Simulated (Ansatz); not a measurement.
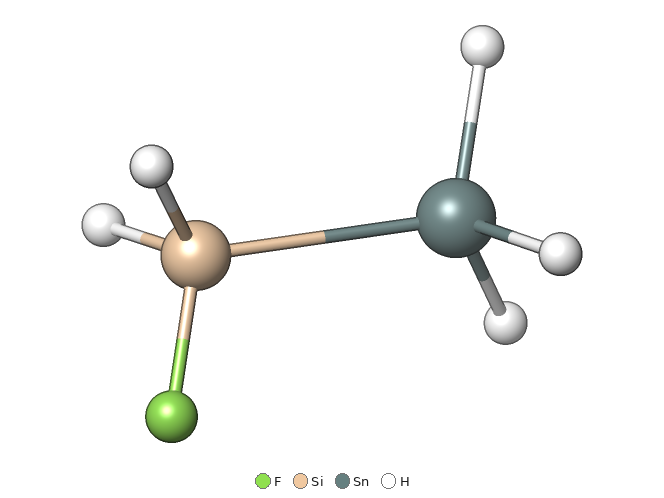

Rendered structure (ball-and-stick style).

Identify the structure.

The molecule is FH5SiSn. As SMILES it reads `F[SiH2][SnH3]`. Among its groups: Si–H bond. The point group is Cs. Coordination: 1 Si tetrahedral; 1 Sn tetrahedral.

More results for the same structure follow; atom numbers are the same in all pictures, views and colours differ. The geometry was computed by an optimisation with PBE0-D4/def2-TZVP.

Shape

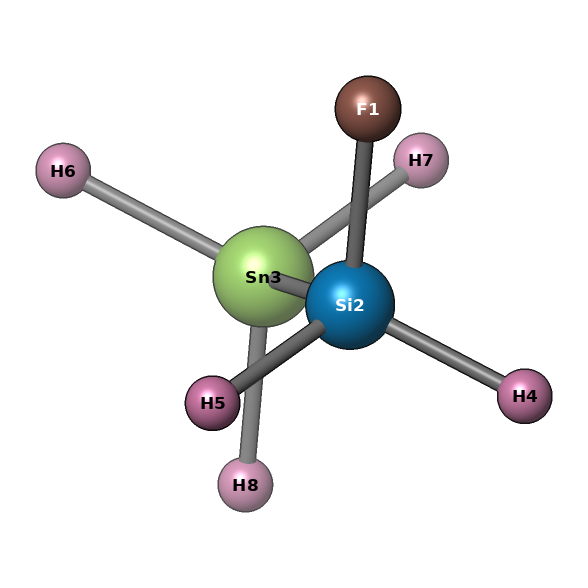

Sn3 lies behind Si2. The molecule seen a little off the Si2–Sn3 bond, Si2 in front. Distant atoms are faded towards the background colour.

What is the torsion angle F1–Si2–Sn3–H6? The sign is positive where the front bond must turn clockwise to cover the back bond.

−61°, synclinal (gauche). The bonds about Si2–Sn3 are staggered.

Dipole moment

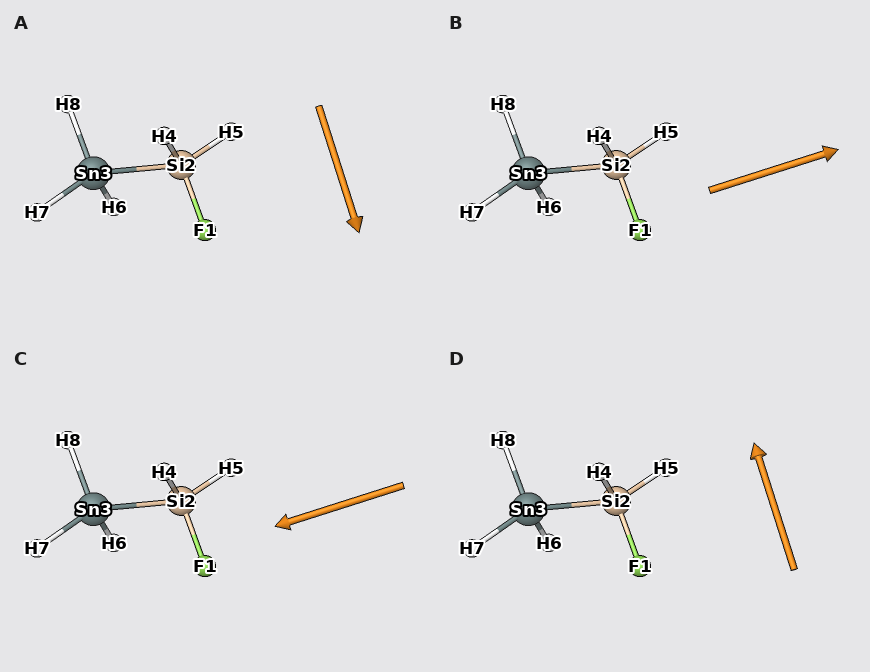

The same molecule four times, each with an arrow. Method: RKS ωB97M-V/def2-TZVPP, core potentials on Sn (Ansatz 0.2.0).

Which arrow points along the dipole moment, from the negative to the positive end?

D. The dipole moment is 1.11 D; it points from the side of F1 to the side of H8 (the outermost atoms at the two ends).

Levels of theory compared

Program: Ansatz 0.2.0.

Tabulate HOMO energy (eV) at these levels: BLYP-D4/def2-TZVPP; HSE06 (plane-wave form)-D4/def2-TZVPP; PBE0-D4/def2-SVP; r2SCAN-D4/def2-TZVPP; r2SCAN0-D4/def2-TZVPP; ωB97X-V/def2-TZVPP.

| level | HOMO energy (eV) |
| --- | --- |
| BLYP-D4/def2-TZVPP | −6.79 |
| HSE06 (plane-wave form)-D4/def2-TZVPP | −7.64 |
| PBE0-D4/def2-SVP | −8.00 |
| r2SCAN-D4/def2-TZVPP | −7.19 |
| r2SCAN0-D4/def2-TZVPP | −8.20 |
| ωB97X-V/def2-TZVPP | −10.24 |

Vibrations

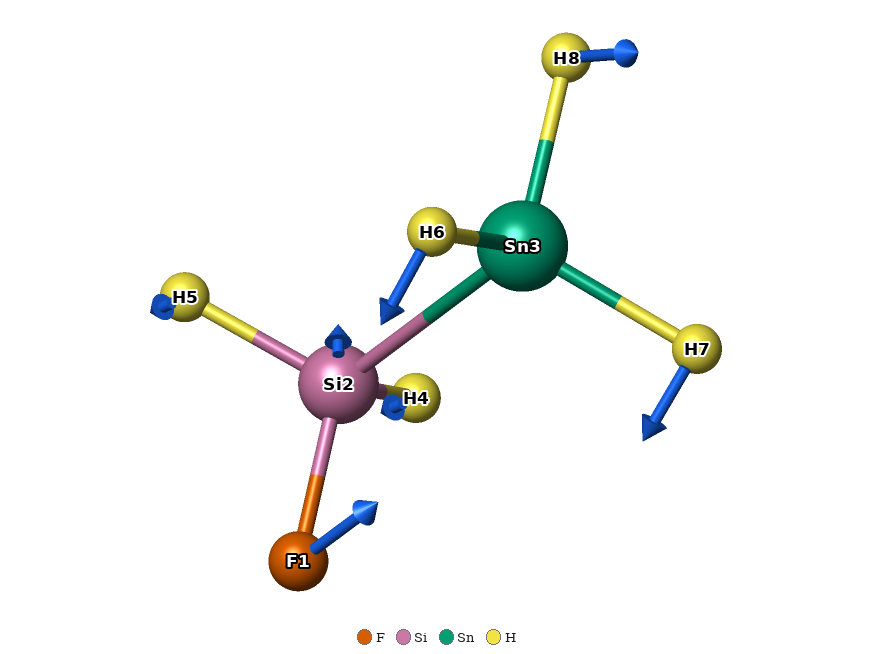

The arrows show one normal mode. Harmonic vibrations computed with RKS PBE0-D4/def2-TZVP, core potentials on Sn (Ansatz 0.2.0) at a stationary point of the same level.

Describe the motion.

Mostly angle bending.

At what wavenumber does it lie?

139 cm⁻¹; it is mode 2 of 18 counted from the lowest.

Charges

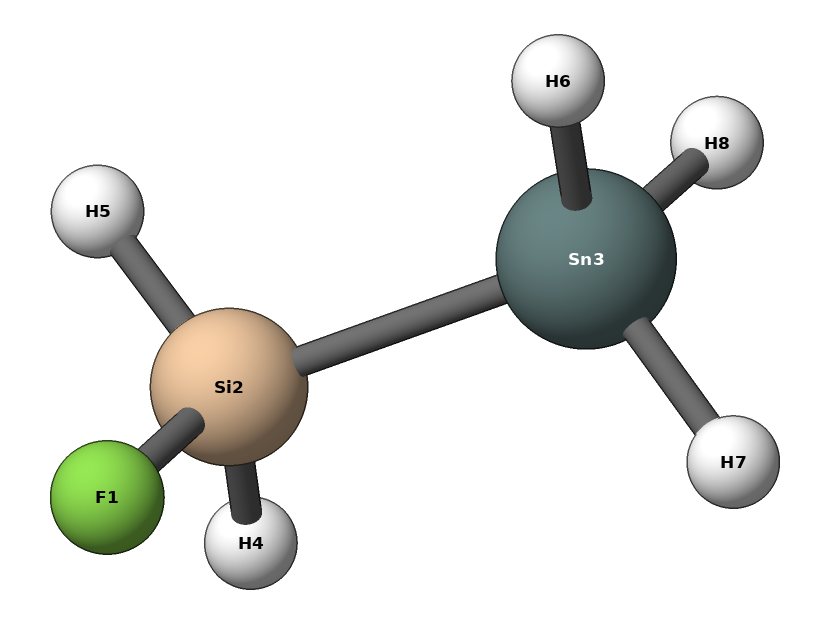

The questions are on Mulliken charges. Level of theory: RKS r2SCAN-D4/def2-TZVPP, core potentials on Sn (Ansatz 0.2.0).

Give the Mulliken charges atom by atom.

```tsv
atom	value (e)
F1	−0.32
Si2	0.44
Sn3	0.39
H4	−0.08
H5	−0.08
H6	−0.11
H7	−0.11
H8	−0.11
```

Mulliken values depend strongly on the basis set and can even reverse the polarity of a bond.
